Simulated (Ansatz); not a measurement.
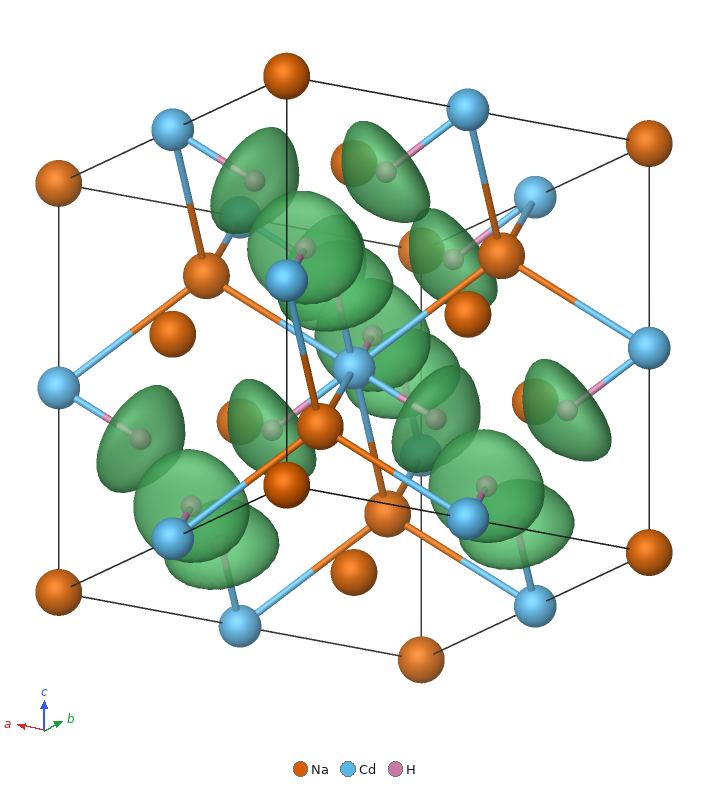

*Na₂CdH₄. Isosurface of the electron localisation function at 0.75 (green), seen at an oblique angle. Only the valence region is drawn (cores and ρ < 0.01 e/Å³ removed). Sticks mark near contacts.*

Space group F-43m; a structure generated by program, which may or may not match a known phase.

Method: DFT PBE, scalar-relativistic, plane waves, PAW in Ansatz.

Core electrons are frozen (PAW), and the valence fields are smoothed inside the atomic spheres.

The calculation's input:

```
crystal:
  lattice:
    - [0.0, 3.6923015386, 3.6923015386]
    - [3.6923015386, 0.0, 3.6923015386]
    - [3.6923015386, 3.6923015386, 0.0]
  atoms:
    - { symbol: Na, position: [0.75, 0.75, 0.75] }
    - { symbol: Na, position: [0.0, 0.0, 0.0] }
    - { symbol: Cd, position: [0.5, 0.5, 0.5] }
    - { symbol: H, position: [0.3611888508, 0.9164334477, 0.3611888508] }
    - { symbol: H, position: [0.3611888508, 0.3611888508, 0.3611888508] }
    - { symbol: H, position: [0.9164334477, 0.3611888508, 0.3611888508] }
    - { symbol: H, position: [0.3611888508, 0.3611888508, 0.9164334477] }
basis:
  ecutwfc: 420
kpoints:
  mp_grid: { grid: [6, 6, 6] }
hamiltonian:
  xc: pbe
scf:
  occupations: { method: gaussian, width: 0.02 }
output:
  forces: true
  stress: true
  eigenvalues: true
  write_density: true
  write_potential: true
  elf: true
  volumetric_format: npy
relax:
  adjacent_minimum: "off"
  f_tol: 0.01
  max_steps: 80
  cell: { stress_tol: 0.05 }
```

Launched as:

```sh
ansatz run input.yaml --threads 1 --pin off --max-ram 2048MiB --backend cpu --events-out ev --progress --plain --runs-dir out
```

Below, planes, directions and counts refer to the conventional cell (a = 7.39 Å, b = 7.39 Å, c = 7.39 Å, α = 90.00°, β = 90.00°, γ = 90.00°).

The fields are those of the run's last geometry, not of the input's.

What do the ELF domains correspond to?

The ELF exceeds this value in 16 regions around hydrogen nuclei, counted in one cell of 28 atoms. Regions shared between cells count once. Profiles from the grid: Cd–H (1.78 Å): the ELF climbs to about 1 towards the hydrogen. Na–Cd (3.20 Å): the ELF is about 0.25 at the midpoint (no localised pair shows between them).
